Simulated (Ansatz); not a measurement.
# Calculations on Si9N8O6

**1. Relaxation**

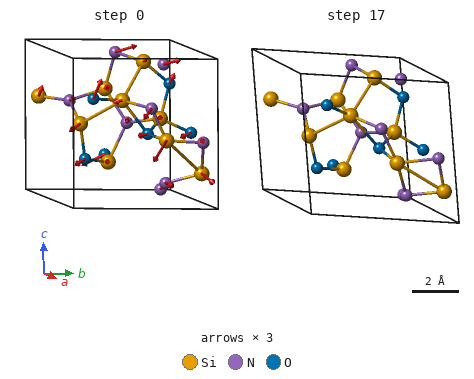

The structure of an amorphous cell of composition Si$_{9}$N$_{8}$O$_{6}$ (coarse preliminary run) before (left) and after (right) a relaxation, at one scale. The red arrows give the displacements (the part carried along by the change of the cell is left out), 3 times their true length.

Style: ball-and-stick. Shown: the cell of the calculation, slightly off an axis.

Case: the last frame of the dynamics.

Level of theory: DFT PBE, scalar-relativistic, plane waves, PAW in Ansatz.

Input file:
```yaml
crystal:
  lattice:
    - [6.949431, -0.148323, -0.050825]
    - [-0.148323, 6.749033, -0.161931]
    - [-0.050825, -0.161931, 6.61157]
  atoms:
    - { symbol: Si, position: [0.7530037839, 0.4205254373, 0.689995106] }
    - { symbol: Si, position: [0.2303136915, 0.474515898, 0.7025696734] }
    - { symbol: Si, position: [0.0406357925, 0.0790258627, 0.6266272196] }
    - { symbol: Si, position: [0.5839531769, 0.6244554395, 0.929027148] }
    - { symbol: Si, position: [0.2791375636, 0.4779611203, 0.2196414164] }
    - { symbol: Si, position: [0.5198005505, 0.7597115733, 0.5415933267] }
    - { symbol: Si, position: [0.4763410129, 0.2208793895, 0.498289985] }
    - { symbol: Si, position: [0.9512289327, 0.6605278153, 0.4483897823] }
    - { symbol: Si, position: [0.8131139722, 0.947972445, 0.2127379865] }
    - { symbol: "N", position: [0.1069616892, 0.9225875977, 0.8508816389] }
    - { symbol: "N", position: [0.33150055, 0.5122734911, 0.9588862369] }
    - { symbol: "N", position: [0.6977042485, 0.7363886319, 0.1341079337] }
    - { symbol: "N", position: [0.9857328765, 0.5460941536, 0.6665193967] }
    - { symbol: "N", position: [0.2485082503, 0.2226352003, 0.6248627724] }
    - { symbol: "N", position: [0.3213922381, 0.5947461206, 0.4872657238] }
    - { symbol: "N", position: [0.9792683039, 0.905151684, 0.4396908394] }
    - { symbol: "N", position: [0.1049564956, 0.8977008001, 0.0174219054] }
    - { symbol: O, position: [0.0349616161, 0.5355754548, 0.2395636226] }
    - { symbol: O, position: [0.5180002776, 0.9740432319, 0.4472562243] }
    - { symbol: O, position: [0.4009480155, 0.277681753, 0.2540507349] }
    - { symbol: O, position: [0.545357563, 0.8170733061, 0.7784074753] }
    - { symbol: O, position: [0.8456078966, 0.1898467149, 0.7115947564] }
    - { symbol: O, position: [0.7086648096, 0.6107334838, 0.4616254002] }
  symmetry: { detect: false }
basis:
  ecutwfc: 420
kpoints:
  mp_grid: { grid: [1, 1, 1], shift: [0.25, 0.25, 0.25] }
hamiltonian:
  xc: pbe
scf:
  occupations: { method: gaussian, width: 0.1 }
  lower_state_search: "off"
output:
  forces: true
  stress: true
  eigenvalues: true
relax:
  adjacent_minimum: "off"
  f_tol: 0.04
  max_steps: 70
  cell: { stress_tol: 0.3 }
```

Command:
```bash
ansatz run input.yaml --threads 2 --pin off --max-ram 5120MiB --backend cpu --events-out ev --progress --plain --runs-dir out
```

**What changed between the two?**

The largest move relative to the cell is that of N12, 0.48 Å roughly along +a. By element the largest moves are N 0.48 Å, Si 0.48 Å, O 0.39 Å. The drawn cell changes as follows: a 6.951 → 6.848 Å (−1.5 %), b 6.753 → 6.899 Å (+2.2 %), c 6.614 → 6.198 Å (−6.3 %), α 92.8° → 99.3°, β 90.8° → 95.5°, γ 92.5° → 91.1°; the volume changes by −7.2 %. Some distances before and after: Si8–N12 2.786 → 1.903 Å, Si9–N17 2.448 → 1.910 Å, Si1–O23 2.058 → 2.221 Å, Si9–N16 1.921 → 1.765 Å. New bonds form: Si9–N17 (2.45 → 1.91 Å). Bond angles that change, for instance: Si9–Si8–O23 79.1° → 103.4°, Si2–N11–Si5 142.8° → 122.6°, N12–Si9–N16 110.3° → 90.3°. Over 13 accepted moves (17 points after the start) the energy falls by 2.740 eV per cell of the calculation. The largest force component goes from 2 to 0.029 eV/Å. Pressure: −3.01 GPa at the start and −0.03 GPa at the end. The line search rejected the trial steps at points 7, 10 of the run. At 2 points the geometry stayed and the basis and grid were re-selected for the new cell (energy shift of 0.5 meV per cell of the calculation at most each time). The run took 48 s on 2 threads of Arm Neoverse V2, with other jobs on the host, peak memory 0.45 GiB.

Limits of the set-up: the periodic images lie only 6.6 Å apart, so the values are limited by the cell's size.

**2. Relaxation**

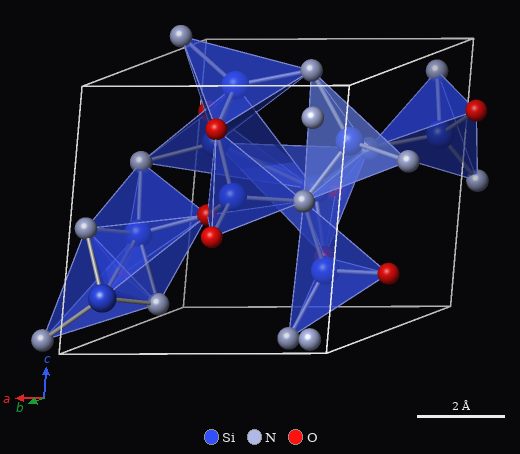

This is the input geometry for a relaxation of an amorphous cell of composition Si9N8O6 (coarse preliminary run). A polyhedral model of the cell of the calculation, seen from a free direction.

Case: the last frame of the dynamics, relaxed further on a centred mesh.

These are results of DFT PBE, scalar-relativistic, plane waves, PAW in Ansatz, not measurements.

Input
```yaml
crystal:
  lattice:
    - [6.8405802242, -0.0799457909, -0.3139206291]
    - [-0.0733419238, 6.8784184349, -0.5228453803]
    - [-0.3131540069, -0.5355969245, 6.1669292923]
  atoms:
    - { symbol: Si, position: [0.7519797421, 0.3985345275, 0.6827792152] }
    - { symbol: Si, position: [0.2090908266, 0.491640202, 0.7036446699] }
    - { symbol: Si, position: [0.0559902678, 0.0851388339, 0.6565134673] }
    - { symbol: Si, position: [0.5919124868, 0.6299987759, 0.9383562588] }
    - { symbol: Si, position: [0.2657874125, 0.4777711254, 0.2187302321] }
    - { symbol: Si, position: [0.5073305209, 0.7636968416, 0.5445827323] }
    - { symbol: Si, position: [0.4549708078, 0.2001486656, 0.4735963162] }
    - { symbol: Si, position: [0.9032873555, 0.6419408833, 0.3871789919] }
    - { symbol: Si, position: [0.8767013847, 0.9546345929, 0.2003779584] }
    - { symbol: "N", position: [0.1490094576, 0.9497516544, 0.871170891] }
    - { symbol: "N", position: [0.3437073449, 0.5605538891, 0.9801648925] }
    - { symbol: "N", position: [0.7678955038, 0.7283246673, 0.1391338792] }
    - { symbol: "N", position: [0.9650104194, 0.5322719824, 0.6347429761] }
    - { symbol: "N", position: [0.2500287738, 0.2374903897, 0.6326227369] }
    - { symbol: "N", position: [0.3132189041, 0.6010833172, 0.4985277034] }
    - { symbol: "N", position: [0.9856363469, 0.8979056957, 0.4513331679] }
    - { symbol: "N", position: [0.1010964709, 0.9227957849, 0.0386130554] }
    - { symbol: O, position: [0.0252958908, 0.4829464546, 0.2067898403] }
    - { symbol: O, position: [0.4849205234, 0.9581261687, 0.4278798215] }
    - { symbol: O, position: [0.3692259286, 0.2631770331, 0.2319798364] }
    - { symbol: O, position: [0.5622903116, 0.8254242906, 0.8076457314] }
    - { symbol: O, position: [0.8752054479, 0.2031616998, 0.7661264283] }
    - { symbol: O, position: [0.6675011791, 0.6015891293, 0.4485155025] }
  symmetry: { detect: false }
basis:
  ecutwfc: 420
kpoints:
  mp_grid: { grid: [3, 3, 3] }
hamiltonian:
  xc: pbe
scf:
  occupations: { method: gaussian, width: 0.1 }
  lower_state_search: "off"
output:
  forces: true
  stress: true
  eigenvalues: true
relax:
  adjacent_minimum: "off"
  f_tol: 0.04
  max_steps: 25
  cell: { stress_tol: 0.3 }
```

Launched with:
```bash
ansatz run input.yaml --threads 2 --pin off --max-ram 5120MiB --backend cpu --events-out ev --progress --plain --runs-dir out
```

What does the optimiser find from here?

The atom that moves furthest relative to the cell is O19 (0.029 Å along [3 2 1]). Largest moves by element: O 0.029 Å, N 0.021 Å, Si 0.018 Å. The volume changes by +0.1 %, with a 6.848 → 6.835 Å (−0.2 %), b 6.899 → 6.902 Å (0.0 %), c 6.198 → 6.211 Å (+0.2 %), α 99.3° → 99.0°, β 95.5° → 95.6°, γ 91.1° → 91.3°. Among the contacts that change: Si1–Si7 2.552 → 2.520 Å, Si3–N10 1.819 → 1.834 Å, Si6–O23 1.663 → 1.655 Å, Si5–N15 1.801 → 1.809 Å. After 4 accepted moves (6 points after the start) the energy has fallen by 0.6 meV per atom. The largest force component goes from 0.29 to 0.011 eV/Å. Pressure: −0.01 GPa at the start and 0.01 GPa at the end. The line search rejected the trial step at point 3 of the run. The SCF was repeated once at an unchanged geometry on a basis and grid sized afresh for the cell, which shifted the energy by less than 0.05 meV per atom at most.

History of the run:

| step | E − E(0), meV/atom | largest force component, eV/Å | pressure, GPa | volume, Å³/atom | note |
| --- | --- | --- | --- | --- | --- |
| 0 | 0.00 | 0.2878 | -0.01 | 12.501 |  |
| 1 | -0.34 | 0.1777 | 0.04 | 12.505 |  |
| 2 | -0.49 | 0.0736 | 0.02 | 12.510 |  |
| 3 | -0.45 | 0.0672 | -0.02 | 12.518 | rejected |
| 4 | -0.51 | 0.0571 | 0.01 | 12.514 |  |
| 5 | -0.52 | 0.0110 | 0.01 | 12.513 |  |
| 6 | -0.57 | 0.0109 | 0.01 | 12.513 | same geometry, new basis |

Final geometry:

```
CELL_PARAMETERS angstrom
6.82654 -0.09496 -0.32260
-0.08703 6.88244 -0.51075
-0.31836 -0.52342 6.18117
ATOMIC_POSITIONS crystal
Si 0.75041 0.39769 0.68257
Si 0.20927 0.49195 0.70327
Si 0.05565 0.08498 0.65487
Si 0.59264 0.62819 0.93726
Si 0.26557 0.47783 0.21860
Si 0.50805 0.76531 0.54541
Si 0.45629 0.20203 0.47545
Si 0.90351 0.64078 0.38659
Si 0.87472 0.95444 0.20211
N 0.14655 0.94852 0.87240
N 0.34359 0.55943 0.97948
N 0.76919 0.72643 0.13842
N 0.96501 0.53136 0.63395
N 0.24947 0.23812 0.63028
N 0.31262 0.60293 0.49810
N 0.98581 0.89731 0.45125
N 0.09854 0.92368 0.03963
O 0.02451 0.48006 0.20689
O 0.48851 0.96058 0.42878
O 0.37139 0.26482 0.23351
O 0.56283 0.82499 0.80798
O 0.87512 0.20153 0.76377
O 0.66784 0.60516 0.45044
```

Limits of the set-up: the periodic images lie only 6.2 Å apart, so the values are limited by the cell's size.

**3. Dynamics**

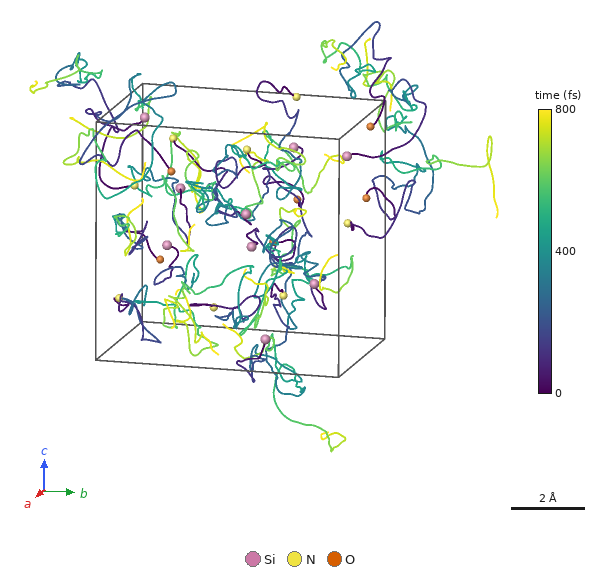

First-principles dynamics of an amorphous cell of composition Si9N8O6 (23 atoms in the cell), 800 fs long. Lines trace each atom's path, coloured by time; spheres stand at the starting positions. Seen slightly off an axis in the simulation cell.

Theory: DFT PBE, scalar-relativistic, plane waves, PAW in Ansatz. Set-up: plane-wave cutoff 420 eV; k-point mesh 1 × 1 × 1; Fermi-Dirac smearing 0.328 eV; volume 1.05 times that of the relaxed crystal; set temperature 3800 K; time step 2 fs.

The input:
```yaml
crystal:
  lattice:
    - [6.949431, -0.148323, -0.050825]
    - [-0.148323, 6.749033, -0.161931]
    - [-0.050825, -0.161931, 6.61157]
  atoms:
    - { symbol: Si, position: [0.2002426246, 0.1946289485, 0.6064850892] }
    - { symbol: Si, position: [0.6985002575, 0.2355938894, 0.4510284489] }
    - { symbol: Si, position: [0.5517005337, 0.81411861, 0.3065528663] }
    - { symbol: Si, position: [0.7171034726, 0.5636929569, 0.6081276759] }
    - { symbol: Si, position: [0.2368913673, 0.6677420683, 0.818629433] }
    - { symbol: Si, position: [0.0568407244, 0.4610703723, 0.3569981752] }
    - { symbol: Si, position: [0.4609290888, 0.9298644839, 0.8363079908] }
    - { symbol: Si, position: [0.7273464176, 0.646668846, 0.0898974584] }
    - { symbol: Si, position: [0.7784767634, 0.157283704, 0.9947595805] }
    - { symbol: "N", position: [0.1975393135, 0.6195509258, 0.1860364909] }
    - { symbol: "N", position: [0.3205305335, 0.1872946199, 0.8346370995] }
    - { symbol: "N", position: [0.6398193874, 0.551834279, 0.8657761981] }
    - { symbol: "N", position: [0.7297500888, 0.0447181796, 0.219990294] }
    - { symbol: "N", position: [0.0127669579, 0.8484694944, 0.4765245187] }
    - { symbol: "N", position: [0.8112505141, 0.4498371426, 0.2240457187] }
    - { symbol: "N", position: [0.6574376018, 0.0927755947, 0.6850656633] }
    - { symbol: "N", position: [0.0513286276, 0.6432347074, 0.9988838093] }
    - { symbol: O, position: [0.1258844233, 0.9460519304, 0.6073302333] }
    - { symbol: O, position: [0.2457798272, 0.9850812119, 0.9301895107] }
    - { symbol: O, position: [0.9401620604, 0.298076789, 0.804426478] }
    - { symbol: O, position: [0.5658005025, 0.6468317521, 0.4719466356] }
    - { symbol: O, position: [0.3588355429, 0.1423511015, 0.3291323775] }
    - { symbol: O, position: [0.0261591321, 0.6430596663, 0.5636861326] }
  symmetry: { detect: false }
basis:
  ecutwfc: 420
  xc_grid: 1
kpoints:
  mp_grid: { grid: [1, 1, 1], shift: [0.0, 0.0, 0.0] }
hamiltonian:
  xc: pbe
scf:
  occupations: { method: fermi_dirac, width: 0.3275 }
  lower_state_search: "off"
  convergence: { dr2_threshold: 1.0e-05 }
output:
  forces: true
  stress: true
md:
  timestep: 2.0
  n_steps: 400
  ensemble: nvt_langevin
  friction: 0.005
  temperature: 3800.0
  initial_velocities: maxwell_boltzmann
  seed: 87926
```

Command:
```bash
ansatz run input.yaml --threads 2 --pin off --max-ram 5120MiB --backend cpu --events-out ev --progress --plain --runs-dir out
```

Q: How do the atoms move?

A: In the second half of the run the atoms are, in the root-mean-square, this far from where they began (common drift taken out): N 2.83 Å, O 2.61 Å, Si 2.32 Å. That is a large part of the typical shortest distance between atoms in the first frame, about 1.7 Å and still growing: the atoms leave their places as in a liquid. Bond changes: 22 N–Si bonds break between 22 fs and 722 fs; 3 O–Si contacts open and close in turn; 3 N–O bonds break between 52 fs and 628 fs; 11 Si–Si contacts open and close in turn; 24 N–Si bonds form between 60 fs and 796 fs. Over the second half the temperature averages 4315 K (spread ±678 K). The potential energy in the second half lies on average 514 meV per atom below the first frame. The mean pressure there is 10.1 GPa.

Limits of the set-up: the periodic images lie only 6.6 Å apart, so the values are limited by the cell's size.

The run took 5.9 min on 2 threads of Arm Neoverse V2, on a shared host, peak memory 0.39 GiB.

**4. Dynamics**

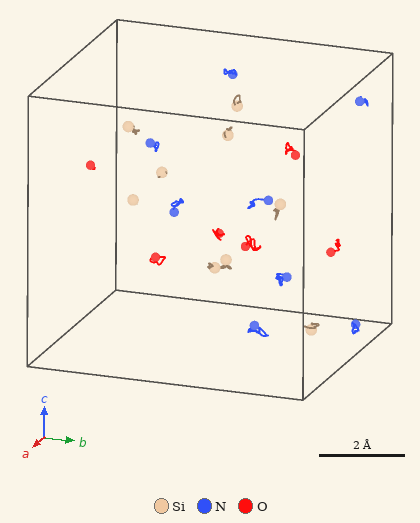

Molecular dynamics of an amorphous cell of composition Si9N8O6 (23 atoms in the cell), 200 fs long. It starts from the last geometry of an earlier run, with fresh velocities. Lines trace each atom's path, in the colour of its element; spheres stand at the starting positions. Seen slightly off an axis in the simulation cell.

The calculation used DFT PBE, scalar-relativistic, plane waves, PAW in Ansatz. Set-up: plane-wave cutoff 420 eV; k-point mesh 1 × 1 × 1; Fermi-Dirac smearing 0.05 eV; volume 1.05 times that of the relaxed crystal; set temperature 300 K; time step 2 fs.

Input
```yaml
crystal:
  lattice:
    - [6.949431, -0.148323, -0.050825]
    - [-0.148323, 6.749033, -0.161931]
    - [-0.050825, -0.161931, 6.61157]
  atoms:
    - { symbol: Si, position: [0.7484971356, 0.404713106, 0.6973244982] }
    - { symbol: Si, position: [0.2199845959, 0.4739872981, 0.6938632283] }
    - { symbol: Si, position: [0.03853913, 0.0549567615, 0.6227084984] }
    - { symbol: Si, position: [0.5816923633, 0.6228575105, 0.9226143231] }
    - { symbol: Si, position: [0.2761506832, 0.4872875823, 0.2504405528] }
    - { symbol: Si, position: [0.5349189821, 0.7663180653, 0.5638725733] }
    - { symbol: Si, position: [0.4860850407, 0.2165329696, 0.4977693007] }
    - { symbol: Si, position: [0.9406105681, 0.6591170461, 0.4306551887] }
    - { symbol: Si, position: [0.7608486196, 0.9524279112, 0.1865625507] }
    - { symbol: "N", position: [0.1157857973, 0.9179916362, 0.8445888606] }
    - { symbol: "N", position: [0.3197906666, 0.5225544368, 0.9537404501] }
    - { symbol: "N", position: [0.6937205583, 0.7249406035, 0.1554958009] }
    - { symbol: "N", position: [0.9773219377, 0.5228030337, 0.629571446] }
    - { symbol: "N", position: [0.2548274299, 0.2036432668, 0.6414673978] }
    - { symbol: "N", position: [0.3220235405, 0.6546930163, 0.5041791969] }
    - { symbol: "N", position: [0.9326978341, 0.9183722547, 0.4260185023] }
    - { symbol: "N", position: [0.0975262435, 0.9008094095, 0.0132372638] }
    - { symbol: O, position: [0.0267034799, 0.4775790652, 0.22825244] }
    - { symbol: O, position: [0.5377033802, 0.9507756401, 0.4103554301] }
    - { symbol: O, position: [0.399520883, 0.271143031, 0.2687710858] }
    - { symbol: O, position: [0.6157689311, 0.845789342, 0.7780988838] }
    - { symbol: O, position: [0.8637200142, 0.1825139149, 0.7288025765] }
    - { symbol: O, position: [0.6818384536, 0.5920016974, 0.4763321002] }
  symmetry: { detect: false }
basis:
  ecutwfc: 420
  xc_grid: 1
kpoints:
  mp_grid: { grid: [1, 1, 1], shift: [0.0, 0.0, 0.0] }
hamiltonian:
  xc: pbe
scf:
  occupations: { method: fermi_dirac, width: 0.05 }
  lower_state_search: "off"
  convergence: { dr2_threshold: 1.0e-05 }
output:
  forces: true
  stress: true
md:
  timestep: 2.0
  n_steps: 100
  ensemble: nvt_langevin
  friction: 0.015
  temperature: 300.0
  initial_velocities: maxwell_boltzmann
  seed: 87931
```

Command:
```bash
ansatz run input.yaml --threads 2 --pin off --max-ram 5120MiB --backend cpu --events-out ev --progress --plain --runs-dir out
```

**What do the traces tell about the motion?**

In the second half of the run the atoms are, in the root-mean-square, this far from where they began (common drift taken out): O 0.34 Å, N 0.27 Å, Si 0.21 Å. Against the typical shortest distance between atoms in the first frame, about 1.7 Å these are wide excursions, but the first-neighbour bonds of the start all hold: the network flexes, or its layers or units shift against each other, without breaking. Over the second half the temperature averages 394 K (spread ±53 K). That is above the set 300 K, because the structure releases potential energy faster than the thermostat removes it. The potential energy is still drifting at the end, so the run hasn't reached equilibrium. The potential energy in the second half lies on average 163 meV per atom below the first frame. The first frame is far from relaxed (forces up to 6.3 eV/Å), so much of the motion is the structure settling. The mean pressure there is −2.5 GPa.

Limits of the set-up: the periodic images lie only 6.6 Å apart, so the values are limited by the cell's size.
